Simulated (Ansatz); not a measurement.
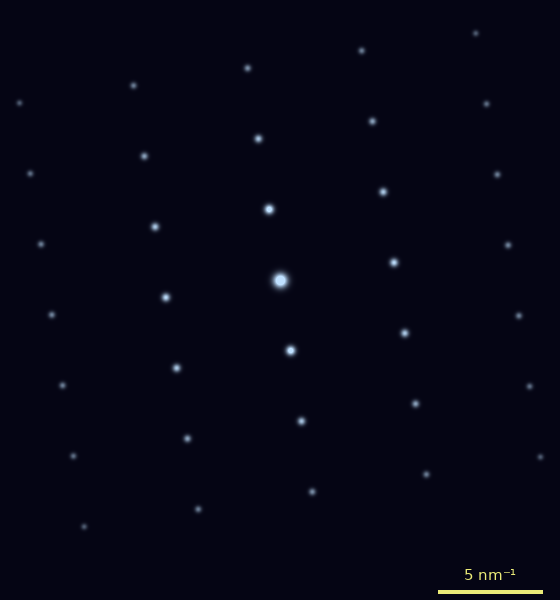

Computed electron diffraction pattern, 200 kV, single scattering only, B = 0.8 Å².

It belongs to Er, space group P6_3/mmc (No. 194), a = 3.59 Å, c = 5.81 Å (hexagonal axes). Structure: the input geometry of an electronic-structure calculation (not necessarily at equilibrium).

**Determine the zone axis from the geometry of the pattern.**

The spots form a rectangular net whose two shortest vectors correspond to d = 2.90 Å and 1.80 Å, 90.0° apart. They index as 0 0 2 and 1 -2 0, so the zone axis is [210] (or an equivalent direction of <210>).

**Which reflections of this zone are missing, and why?**

A glide plane extinguishes reflections such as 1 -2 -1, 1 -2 1, 1 -2 -3; a screw axis and a glide plane both extinguish reflections such as 0 0 1, 0 0 3, 0 0 5.

**List the strongest reflections.**

Strongest reflections with d > 0.80 Å, one of each family (|F|² from tabulated Gaussian fits of the electron scattering factors, times a small damping for the curvature of the Ewald sphere):

```json
{"hkl": "0 0 2", "d (Å)": "2.904", "I (strongest = 100)": "100"}
{"hkl": "1 -2 0", "d (Å)": "1.797", "I (strongest = 100)": "45"}
{"hkl": "1 -2 2", "d (Å)": "1.528", "I (strongest = 100)": "32"}
{"hkl": "0 0 4", "d (Å)": "1.452", "I (strongest = 100)": "29"}
{"hkl": "1 -2 4", "d (Å)": "1.129", "I (strongest = 100)": "15"}
{"hkl": "0 0 6", "d (Å)": "0.968", "I (strongest = 100)": "9"}
```
